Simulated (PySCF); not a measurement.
# C₃H₈OSi: electronic structure in real space, part 3 of 3

For C₃H₈OSi, the scripts below pull one bond apart with RHF, UHF and CASSCF, localise its valence orbitals and compute its lowest excited states.

PySCF 2.14.0; Gaussian basis, gas phase. Earlier steps stand in the parts before.

## 6. Excited states (HF/6-311+g**)

File input.py:

```python
import numpy as np
from pyscf import gto, scf, dft, tdscf
from pyscf.scf import atom_ks, atom_hf
from scipy.linalg import block_diag

def solve(mol, dm0=None, hcore=None):
    mf = scf.UHF(mol) if mol.spin else scf.RHF(mol)
    mf = mf.density_fit(auxbasis='def2-universal-jkfit')
    mf.conv_tol, mf.max_cycle = 1e-8, 80
    if hcore is not None:
        mf.get_hcore = lambda *args: hcore
    mf.kernel(dm0)
    if not mf.converged:
        mf = mf.newton().run(mf.mo_coeff, mf.mo_occ, max_cycle=30)
    assert mf.converged, 'SCF not converged'
    return mf

mol = gto.M(atom='''
C      1.01715    -1.50298     0.03764
C      0.85254    -0.18687     0.00553
C      2.03424     0.73378    -0.03743
Si    -0.85193     0.63356     0.02569
O     -2.06223    -0.45283     0.01723
H      0.18102    -2.18259     0.07932
H      1.99408    -1.96541     0.03380
H      2.02203     1.39291     0.82939
H      2.97258     0.18202    -0.04618
H      1.98733     1.36320    -0.92487
H     -0.94819     1.51123    -1.14816
H     -1.10520     1.33737     1.27659
H     -2.10231    -1.14954    -0.63180
''', basis='6-311+g**', charge=0, spin=0, verbose=4)
mf = solve(mol)
td = mf.TDA()
td.nstates, td.singlet, td.conv_tol = 6, True, 1e-5
td.kernel()
td.analyze()
x, y = np.array([p[0] for p in td.xy]), np.array([p[1] + 0 * p[0] for p in td.xy])
f, mu = td.oscillator_strength(), td.transition_dipole()
nto = [td.get_nto(state=i + 1, verbose=4) for i in range(len(td.e))]
# spherically averaged free atoms, for the promolecule
atm = scf.atom_hf.get_atm_nrhf(mol)
pro = block_diag(*[(atm[a[0]][2] * atm[a[0]][3]) @ atm[a[0]][2].T for a in mol._atom])
np.savez('result.npz', e=td.e, f=f, ok=td.converged, w=[n[0] for n in nto], nto=[n[1] for n in nto], x=x, y=y, c=mf.mo_coeff, occ=mf.mo_occ, eps=mf.mo_energy, pro=pro, mu=mu)
```

Command:

```console
$ OMP_NUM_THREADS=1 python input.py
```

Standard output:

```text
[ENV] PYSCF_TMPDIR <dir>
[ENV] PYSCF_MAX_MEMORY 1375
[INPUT] verbose = 4
[INPUT] num. atoms = 13
[INPUT] num. electrons = 48
[INPUT] charge = 0
[INPUT] spin (= nelec alpha-beta = 2S) = 0
[INPUT] symmetry False subgroup None
[INPUT] Mole.unit = angstrom
[INPUT] Symbol           X                Y                Z      unit          X                Y                Z       unit  Magmom
[INPUT]  1 C      1.017150000000  -1.502980000000   0.037640000000 AA    1.922134927601  -2.840220570699   0.071129291329 Bohr   0.0
[INPUT]  2 C      0.852540000000  -0.186870000000   0.005530000000 AA    1.611067110237  -0.353133120897   0.010450185469 Bohr   0.0
[INPUT]  3 C      2.034240000000   0.733780000000  -0.037430000000 AA    3.844156471635   1.386643235683  -0.070732448842 Bohr   0.0
[INPUT]  4 Si    -0.851930000000   0.633560000000   0.025690000000 AA   -1.609914377301   1.197254883479   0.048547064140 Bohr   0.0
[INPUT]  5 O     -2.062230000000  -0.452830000000   0.017230000000 AA   -3.897049905862  -0.855724680987   0.032559981126 Bohr   0.0
[INPUT]  6 H      0.181020000000  -2.182590000000   0.079320000000 AA    0.342078223069  -4.124497342214   0.149893076201 Bohr   0.0
[INPUT]  7 H      1.994080000000  -1.965410000000   0.033800000000 AA    3.768265070473  -3.714086622481   0.063872743010 Bohr   0.0
[INPUT]  8 H      2.022030000000   1.392910000000   0.829390000000 AA    3.821082915654   2.632218416168   1.567319950453 Bohr   0.0
[INPUT]  9 H      2.972580000000   0.182020000000  -0.046180000000 AA    5.617362083360   0.343967949193  -0.087267552432 Bohr   0.0
[INPUT] 10 H      1.987330000000   1.363200000000  -0.924870000000 AA    3.755509419132   2.576074653007  -1.747751000826 Bohr   0.0
[INPUT] 11 H     -0.948190000000   1.511230000000  -1.148160000000 AA   -1.791819414051   2.855810811226  -2.169707947181 Bohr   0.0
[INPUT] 12 H     -1.105200000000   1.337370000000   1.276590000000 AA   -2.088525312869   2.527263027210   2.412405473359 Bohr   0.0
[INPUT] 13 H     -2.102310000000  -1.149540000000  -0.631800000000 AA   -3.972790128934  -2.172315769233  -1.193928965500 Bohr   0.0

nuclear repulsion = 226.466719648414
number of shells = 86
number of NR pGTOs = 253
number of NR cGTOs = 166
basis = 6-311+g**
ecp = {}

******** <class 'pyscf.df.df_jk.DFRHF'> ********
method = DFRHF
initial guess = minao
damping factor = 0
level_shift factor = 0
DIIS = <class 'pyscf.scf.diis.CDIIS'>
diis_start_cycle = 1
diis_space = 8
diis_damp = 0
SCF conv_tol = 1e-08
SCF conv_tol_grad = None
SCF max_cycles = 80
direct_scf = False
Set gradient conv threshold to 0.0001
Initial guess from minao.
******** <class 'pyscf.df.df.DF'> ********
auxbasis = def2-universal-jkfit
init E= -482.738736762541
  HOMO = -0.265955313725477  LUMO = 0.0258264680860394  gap/eV = 7.93979
cycle= 1 E= -482.050773229544  delta_E= 0.688  |g|= 0.578  |ddm|= 3.66
  HOMO = -0.385895026532233  LUMO = 0.0537140012874497  gap/eV = 11.96237
cycle= 2 E= -482.120152963497  delta_E= -0.0694  |g|= 0.322  |ddm|= 2.64
  HOMO = -0.370512527418349  LUMO = 0.0553620392164535  gap/eV = 11.58864
cycle= 3 E= -482.138494745059  delta_E= -0.0183  |g|= 0.0692  |ddm|= 0.915
  HOMO = -0.367862932993807  LUMO = 0.0567801881235454  gap/eV = 11.55513
cycle= 4 E= -482.139996250933  delta_E= -0.0015  |g|= 0.0102  |ddm|= 0.154
  HOMO = -0.368019633298544  LUMO = 0.056577461522432  gap/eV = 11.55388
cycle= 5 E= -482.140036468385  delta_E= -4.02e-05  |g|= 0.00262  |ddm|= 0.027
  HOMO = -0.368033812220601  LUMO = 0.0566028838867496  gap/eV = 11.55495
cycle= 6 E= -482.140039709841  delta_E= -3.24e-06  |g|= 0.00106  |ddm|= 0.0103
  HOMO = -0.367901282231378  LUMO = 0.0566148841823393  gap/eV = 11.55167
cycle= 7 E= -482.14004019689  delta_E= -4.87e-07  |g|= 0.000287  |ddm|= 0.00382
  HOMO = -0.367883160280803  LUMO = 0.0566147119020185  gap/eV = 11.55118
cycle= 8 E= -482.140040244577  delta_E= -4.77e-08  |g|= 6.72e-05  |ddm|= 0.00136
  HOMO = -0.367871757988173  LUMO = 0.0566150484536253  gap/eV = 11.55087
cycle= 9 E= -482.140040247572  delta_E= -2.99e-09  |g|= 1.61e-05  |ddm|= 0.000294
  HOMO = -0.367869054258475  LUMO = 0.0566153996474712  gap/eV = 11.55081
Extra cycle  E= -482.140040247694  delta_E= -1.22e-10  |g|= 7.25e-06  |ddm|= 5.6e-05
converged SCF energy = -482.140040247694

******** <class 'pyscf.tdscf.rhf.TDA'> for <class 'pyscf.df.df_jk.DFRHF'> ********
nstates = 6 singlet
deg_eia_thresh = 1.000e-03
wfnsym = None
conv_tol = 1e-05
eigh lindep = 1e-12
eigh level_shift = 0
eigh max_cycle = 100

Excitation energies (eV)
[7.28664244 7.37118994 7.74143725 7.96198268 8.3266804  8.54192145]

** Singlet excitation energies and oscillator strengths **
Excited State   1:      7.28664 eV    170.15 nm  f=0.0825
      24 -> 25        0.61100
      24 -> 27       -0.17413
      24 -> 28       -0.11333
      24 -> 32        0.11939
      24 -> 37       -0.14260
Excited State   2:      7.37119 eV    168.20 nm  f=0.5031
      24 -> 25        0.10181
      24 -> 27       -0.23783
      24 -> 28        0.37947
      24 -> 31       -0.38650
      24 -> 33       -0.18369
      24 -> 36       -0.16195
      24 -> 40       -0.15061
Excited State   3:      7.74144 eV    160.16 nm  f=0.0064
      23 -> 27       -0.12574
      23 -> 28        0.29499
      23 -> 31       -0.36246
      23 -> 33       -0.22058
      23 -> 36       -0.27256
      23 -> 40       -0.21480
Excited State   4:      7.96198 eV    155.72 nm  f=0.0017
      24 -> 26       -0.55903
      24 -> 27        0.22976
      24 -> 28        0.13671
      24 -> 29        0.14334
      24 -> 35       -0.18434
Excited State   5:      8.32668 eV    148.90 nm  f=0.0075
      24 -> 26        0.24862
      24 -> 27        0.28404
      24 -> 29        0.51102
      24 -> 32        0.14890
      24 -> 38       -0.13648
Excited State   6:      8.54192 eV    145.15 nm  f=0.0088
      22 -> 25       -0.13567
      23 -> 25       -0.35335
      23 -> 26        0.16212
      23 -> 35        0.13420
      23 -> 37        0.14958
      24 -> 28       -0.20053
      24 -> 29       -0.16327
      24 -> 30       -0.22703
      24 -> 31       -0.13782
      24 -> 32        0.13578
      24 -> 36       -0.13858

** Transition electric dipole moments (AU) **
state          X           Y           Z        Dip. S.      Osc.
  1         0.0346     -0.5251     -0.4306      0.4624      0.0825
  2        -0.3685      1.6208     -0.1530      2.7861      0.5031
  3         0.0100      0.0200      0.1829      0.0340      0.0064
  4        -0.0876      0.0112     -0.0260      0.0085      0.0017
  5        -0.0391      0.0349      0.1846      0.0368      0.0075
  6        -0.0906      0.1372      0.1227      0.0421      0.0088

** Transition velocity dipole moments (imaginary part, AU) **
state          X           Y           Z        Dip. S.      Osc.
  1         0.0073     -0.0807     -0.0769      0.0125      0.0310
  2        -0.0626      0.2323     -0.0258      0.0586      0.1441
  3         0.0016      0.0015     -0.0057      0.0000      0.0001
  4        -0.0166     -0.0068     -0.0260      0.0010      0.0023
  5        -0.0081      0.0019      0.0715      0.0052      0.0113
  6        -0.0299      0.0120      0.0156      0.0013      0.0027

** Transition magnetic dipole moments (imaginary part, AU) **
state          X           Y           Z
  1        -0.8364     -0.2577      0.1692
  2        -0.3352     -0.0856     -0.3001
  3        -0.0864     -0.9291     -0.0363
  4        -0.0060     -0.2604      0.1429
  5        -0.5780     -0.0256      0.0594
  6        -0.4310      0.2444      0.5399
State 1: 7.28664 eV  NTO largest component 0.9826586502134865
    occ-NTO: 0.999000 (MO #24)
    vir-NTO: 0.872208 (MO #25)
State 2: 7.37119 eV  NTO largest component 0.949680065438922
    occ-NTO: 0.998592 (MO #24)
    vir-NTO: 0.345664 (MO #27) + -0.550334 (MO #28) + 0.562175 (MO #31)
State 3: 7.74144 eV  NTO largest component 0.9655705079186082
    occ-NTO: 0.967987 (MO #23)
    vir-NTO: -0.434157 (MO #28) + 0.538119 (MO #31) + 0.326959 (MO #33) + 0.405478 (MO #36) + 0.323724 (MO #40)
State 4: 7.96198 eV  NTO largest component 0.977941925328779
    occ-NTO: 0.998826 (MO #24)
    vir-NTO: 0.800683 (MO #26) + -0.328244 (MO #27)
State 5: 8.32668 eV  NTO largest component 0.968605439053496
    occ-NTO: 0.999784 (MO #24)
    vir-NTO: 0.356461 (MO #26) + 0.408635 (MO #27) + 0.734426 (MO #29)
State 6: 8.54192 eV  NTO largest component 0.5527505885150179
    occ-NTO: 0.359204 (MO #22) + 0.853266 (MO #23) + -0.321963 (MO #24)
    vir-NTO: 0.683553 (MO #25) + -0.351467 (MO #26)
Spherically averaged atomic HF for {'Si', 'C', 'H', 'O'}

******** <class 'pyscf.scf.atom_hf.AtomSphAverageRHF'> ********
method = AtomSphAverageRHF
initial guess = minao
damping factor = 0
level_shift factor = 0
DIIS = <class 'pyscf.scf.diis.CDIIS'>
diis_start_cycle = 1
diis_space = 8
diis_damp = 0
SCF conv_tol = 1e-09
SCF conv_tol_grad = None
SCF max_cycles = 50
direct_scf = True
direct_scf_tol = 1e-13
atom = C
Set gradient conv threshold to 3.16228e-05
init E= -37.2815014989398
cycle= 1 E= -37.3269058480366  delta_E= -0.0454  |g|=    0  |ddm|= 0.407
cycle= 2 E= -37.3376930233434  delta_E= -0.0108  |g|=    0  |ddm|= 0.276
cycle= 3 E= -37.3411075707924  delta_E= -0.00341  |g|=    0  |ddm|= 0.0796
cycle= 4 E= -37.3411143922161  delta_E= -6.82e-06  |g|=    0  |ddm|= 0.00663
cycle= 5 E= -37.3411151059786  delta_E= -7.14e-07  |g|=    0  |ddm|= 0.00178
cycle= 6 E= -37.3411151100676  delta_E= -4.09e-09  |g|=    0  |ddm|= 0.000166
cycle= 7 E= -37.3411151100691  delta_E= -1.5e-12  |g|=    0  |ddm|= 3.44e-06
Extra cycle  E= -37.3411151100691  delta_E= 7.11e-15  |g|=    0  |ddm|= 1.69e-07
Atomic HF for atom  C  converged. SCF energy = -37.3411151100691

******** <class 'pyscf.scf.atom_hf.AtomSphAverageRHF'> ********
method = AtomSphAverageRHF
initial guess = minao
damping factor = 0
level_shift factor = 0
DIIS = <class 'pyscf.scf.diis.CDIIS'>
diis_start_cycle = 1
diis_space = 8
diis_damp = 0
SCF conv_tol = 1e-09
SCF conv_tol_grad = None
SCF max_cycles = 50
direct_scf = True
direct_scf_tol = 1e-13
atom = Si
Set gradient conv threshold to 3.16228e-05
init E= -288.58907774681
cycle= 1 E= -288.628294175663  delta_E= -0.0392  |g|=    0  |ddm|= 0.395
cycle= 2 E= -288.630498033546  delta_E= -0.0022  |g|=    0  |ddm|= 0.191
cycle= 3 E= -288.630748968856  delta_E= -0.000251  |g|=    0  |ddm|= 0.0252
cycle= 4 E= -288.630752247115  delta_E= -3.28e-06  |g|=    0  |ddm|= 0.00687
cycle= 5 E= -288.630752504666  delta_E= -2.58e-07  |g|=    0  |ddm|= 0.00297
cycle= 6 E= -288.630752508179  delta_E= -3.51e-09  |g|=    0  |ddm|= 0.000244
cycle= 7 E= -288.63075250819  delta_E= -1.13e-11  |g|=    0  |ddm|= 1.93e-05
Extra cycle  E= -288.630752508191  delta_E= -5.68e-14  |g|=    0  |ddm|= 1.48e-06
Atomic HF for atom  Si  converged. SCF energy = -288.630752508191

******** <class 'pyscf.scf.atom_hf.AtomSphAverageRHF'> ********
method = AtomSphAverageRHF
initial guess = minao
damping factor = 0
level_shift factor = 0
DIIS = <class 'pyscf.scf.diis.CDIIS'>
diis_start_cycle = 1
diis_space = 8
diis_damp = 0
SCF conv_tol = 1e-09
SCF conv_tol_grad = None
SCF max_cycles = 50
direct_scf = True
direct_scf_tol = 1e-13
atom = O
Set gradient conv threshold to 3.16228e-05
init E= -74.2765023905708
cycle= 1 E= -74.2871513280603  delta_E= -0.0106  |g|=    0  |ddm|= 0.153
cycle= 2 E= -74.2884707718595  delta_E= -0.00132  |g|=    0  |ddm|= 0.0754
cycle= 3 E= -74.2888733532444  delta_E= -0.000403  |g|=    0  |ddm|= 0.0211
cycle= 4 E= -74.2888764542626  delta_E= -3.1e-06  |g|=    0  |ddm|= 0.00364
cycle= 5 E= -74.2888764618532  delta_E= -7.59e-09  |g|=    0  |ddm|= 0.000186
cycle= 6 E= -74.2888764619101  delta_E= -5.69e-11  |g|=    0  |ddm|= 2.1e-05
Extra cycle  E= -74.2888764619104  delta_E= -3.41e-13  |g|=    0  |ddm|= 1.55e-06
Atomic HF for atom  O  converged. SCF energy = -74.2888764619104

******** 1 electron system ********
Atomic HF for atom  H  converged. SCF energy = -0.499809815273281
```

It took 88 s on 1 thread of Intel Xeon 6975P-C (Granite Rapids), shared host; peak memory 0.33 GiB.

The free atoms at the end serve only for the promolecule density; their printed energies are not used.

## 7. What the saved matrices give

CIS singlet states:

| state | energy (eV) | f | leading pair's weight |
| --- | --- | --- | --- |
| S1 | 7.29 | 0.083 | 0.98 |
| S2 | 7.37 | 0.503 | 0.95 |
| S3 | 7.74 | 0.006 | 0.97 |
| S4 | 7.96 | 0.002 | 0.98 |
| S5 | 8.33 | 0.007 | 0.97 |
| S6 | 8.54 | 0.009 | 0.55 |

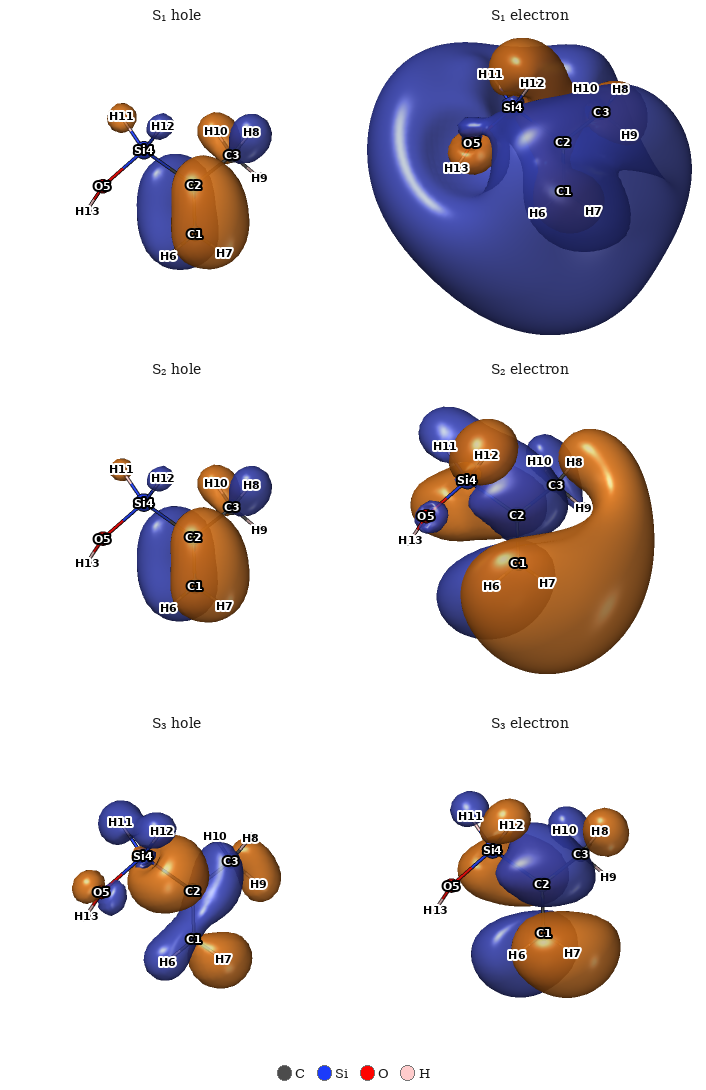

Leading natural transition orbitals (CIS singlet states).

Describe these excited states.

By state:
- S₁: 7.29 eV (170 nm), f = 0.083, spatially extended orbital; the leading pair carries 98 %; hole on C1 (40 %), C2 (34 %) and C3 (6 %), electron on C1 (28 %), Si4 (21 %) and C2 (12 %); their centroids lie 1.2 Å apart.
- S₂: 7.37 eV (168 nm), f = 0.503 (bright); the leading pair carries 95 %; hole on C1 (40 %), C2 (34 %) and C3 (6 %), electron on C1 (34 %), C2 (25 %) and Si4 (14 %); their centroids lie 0.5 Å apart.
- S₃: 7.74 eV (160 nm), f = 0.006; the leading pair carries 97 %; hole on C2 (34 %), Si4 (20 %) and C1 (12 %), electron on C1 (35 %), C2 (32 %) and Si4 (11 %); their centroids lie 0.6 Å apart.

Which of the 6 states computed absorbs most strongly?

S₂ at 7.37 eV (f = 0.503).

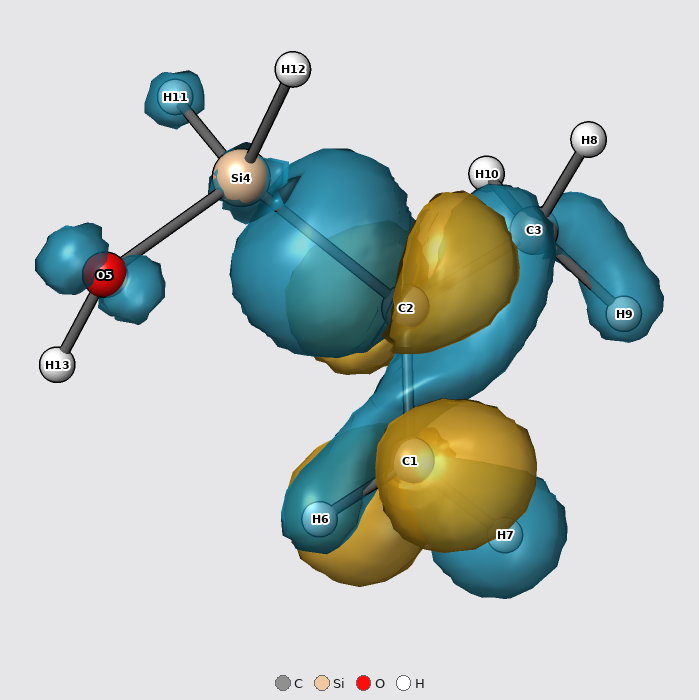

Unrelaxed difference density of S₃ less the ground state (CIS singlet states), ±0.03 e/Å³; yellow: gain, teal: loss.

How does the charge move on excitation?

0.67 e is displaced in all, of which about 0.3 e passes between atoms: Si4 (0.09 e) and C3 (0.05 e) lose electrons and C1 (0.22 e) gain them. The state: 7.74 eV (160 nm), f = 0.006; the leading pair carries 97 %; hole on C2 (34 %), Si4 (20 %) and C1 (12 %), electron on C1 (35 %), C2 (32 %) and Si4 (11 %); their centroids lie 0.6 Å apart.

## 8. Outcome

What follows sums up all 3 parts.

| quantity | value |
| --- | --- |
| cost of the stretch to 5.2 Å, CASSCF and RHF (6-31+g*) | 3.9 and 7.5 eV |
| localised occupied orbitals above −45 eV (PBE/6-31g*) | 15 |
| lowest singlet excitation (HF/6-311+g**) | 7.29 eV |

In words: RHF rises too steeply at long distance, since it keeps both electrons in one orbital and so mixes in ionic fragments. All values hold at the given geometry, in the gas phase.
